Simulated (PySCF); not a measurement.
```json
{"atom": "C", "x (Å)": "-1.2641", "y (Å)": "0.8474", "z (Å)": "-1.8397"}
{"atom": "C", "x (Å)": "-1.6392", "y (Å)": "-0.0478", "z (Å)": "-0.7226"}
{"atom": "C", "x (Å)": "-0.8488", "y (Å)": "-0.2092", "z (Å)": "0.4359"}
{"atom": "C", "x (Å)": "-1.5036", "y (Å)": "-0.8275", "z (Å)": "1.6467"}
{"atom": "S", "x (Å)": "0.6299", "y (Å)": "-1.5342", "z (Å)": "-0.0688"}
{"atom": "Si", "x (Å)": "2.3490", "y (Å)": "-0.4777", "z (Å)": "0.6073"}
{"atom": "N", "x (Å)": "2.4303", "y (Å)": "0.9762", "z (Å)": "-0.3154"}
{"atom": "H", "x (Å)": "-0.4264", "y (Å)": "1.4843", "z (Å)": "-1.5657"}
{"atom": "H", "x (Å)": "-0.9901", "y (Å)": "0.2659", "z (Å)": "-2.7242"}
{"atom": "H", "x (Å)": "-2.1112", "y (Å)": "1.4743", "z (Å)": "-2.1259"}
{"atom": "H", "x (Å)": "-2.4537", "y (Å)": "-0.7357", "z (Å)": "-0.8929"}
{"atom": "H", "x (Å)": "-0.2287", "y (Å)": "0.6521", "z (Å)": "0.6730"}
{"atom": "H", "x (Å)": "-1.9906", "y (Å)": "-1.7614", "z (Å)": "1.3780"}
{"atom": "H", "x (Å)": "-0.7669", "y (Å)": "-1.0311", "z (Å)": "2.4195"}
{"atom": "H", "x (Å)": "-2.2505", "y (Å)": "-0.1423", "z (Å)": "2.0470"}
{"atom": "H", "x (Å)": "3.4426", "y (Å)": "-1.4340", "z (Å)": "0.4762"}
{"atom": "H", "x (Å)": "2.1553", "y (Å)": "-0.0413", "z (Å)": "1.9866"}
{"atom": "H", "x (Å)": "2.2938", "y (Å)": "0.9156", "z (Å)": "-1.3129"}
{"atom": "H", "x (Å)": "3.1631", "y (Å)": "1.6356", "z (Å)": "-0.1096"}
```

Geometry: GFN2-xTB.

These are results of PySCF, UKS B3LYP, pcH-1 on C H N S Si, non-relativistic, mean-field spin-orbit, GIAO, not measurements.

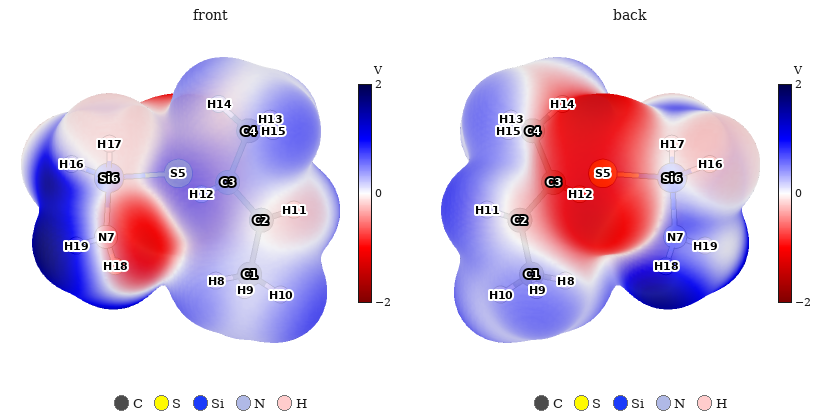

C4H12NSSi (doublet). The electrostatic potential painted on the density surface at 0.002 e/bohr³, seen from the front and from behind; red is negative and blue positive.

> Where is the surface potential most negative and most positive?

The most negative region (about −1.2 V) lies over S5, the most positive (about +1.7 V) over H19.
